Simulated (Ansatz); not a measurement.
CH₂AlF (charge −1, doublet)

Input file:

```
basis:
  gaussian:
    orbitals: def2-TZVPD
crystal:
  periodic: [false, false, false]
  atoms:
    - symbol: C
      position_ang: [-0.947916, 1.485303, 0.016745]
    - symbol: Al
      position_ang: [0.211190, 0.299655, 0.721414]
    - symbol: F
      position_ang: [1.931253, 0.273852, 0.446668]
    - symbol: H
      position_ang: [-0.129979, -1.022230, 1.568233]
    - symbol: H
      position_ang: [-1.602699, 2.313150, -0.257451]
total_charge: -1
magnetization:
  spin_polarized: true
  initial_magnetization: 1
hamiltonian:
  xc: pbe0
output: {forces: true, orbitals: {seedname: orbitals}}
```

Run with:

```sh
ansatz run input.yaml --threads 1 --pin off --max-ram 2610MiB --events-out events.jsonl --progress --plain --runs-dir runs
```

Geometry: B3LYP-D3(BJ)/def2-SVPD.

Theory: isolated molecule in a Gaussian basis; Kohn-Sham density functional theory, functional PBE0 in Ansatz.

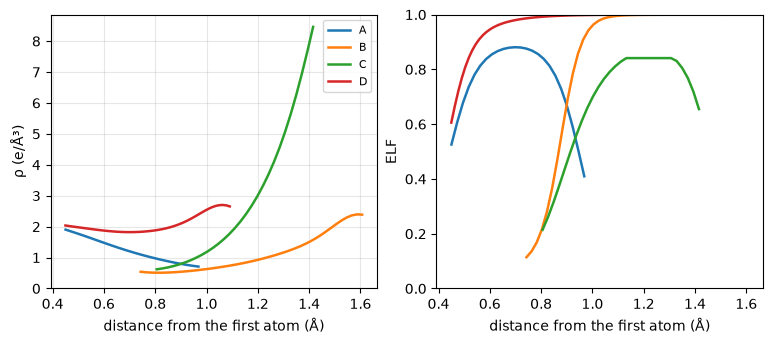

Figure 1. Total electron density and electron localisation function along straight lines between neighbouring atoms. The curves leave out the atomic cores.

> Which curve belongs to which contact (Al–F, Al–H, C–Al and C–H)? The first atom named is at distance zero.

Curve A: C–Al (1.80 Å): the density is about 0.8 e/Å³ at the midpoint; the ELF peaks at about 0.90 between the atoms, as expected for a short, strongly polar bond. Curve B: Al–H (1.61 Å): the density is about 0.51 e/Å³ at the midpoint; the ELF climbs to about 1 towards the hydrogen. Curve C: Al–F (1.74 Å): the density is about 0.73 e/Å³ at the midpoint; the ELF peaks at about 0.85 in the valence shell of F, 0.6 Å from its nucleus, and is about 0.40 at the midpoint. Curve D: C–H (1.09 Å): ρ at the midpoint is about 1.9 e/Å³; the ELF climbs to about 1 towards the hydrogen; a covalent bond by its length.

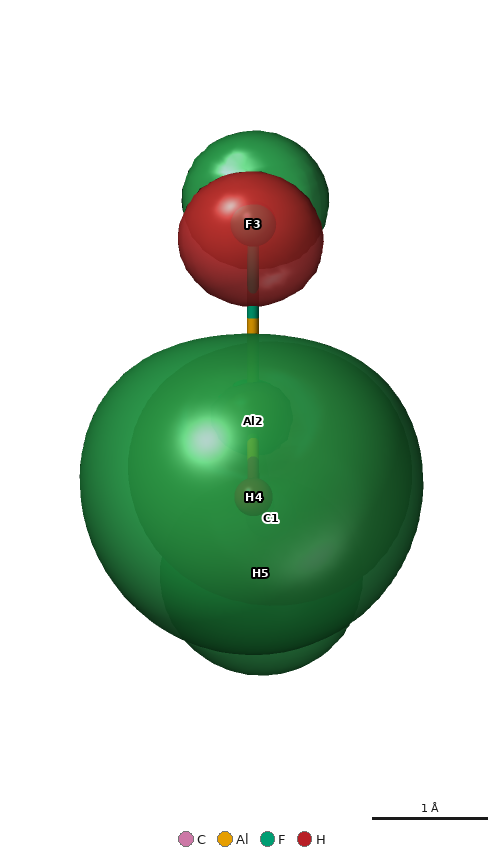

Figure 2. The HOMO−1 (β) at ±0.08 Å⁻³ᐟ² (green and red are the two phases), seen at an oblique angle.

> Where does this orbital lie, and at what energy?

Its weight (Hirshfeld) is mainly on H4 (about 40 %), Al2 (about 30 %), C1 (about 20 %) and F3 (about 5 %). Its energy is −3.52 eV.
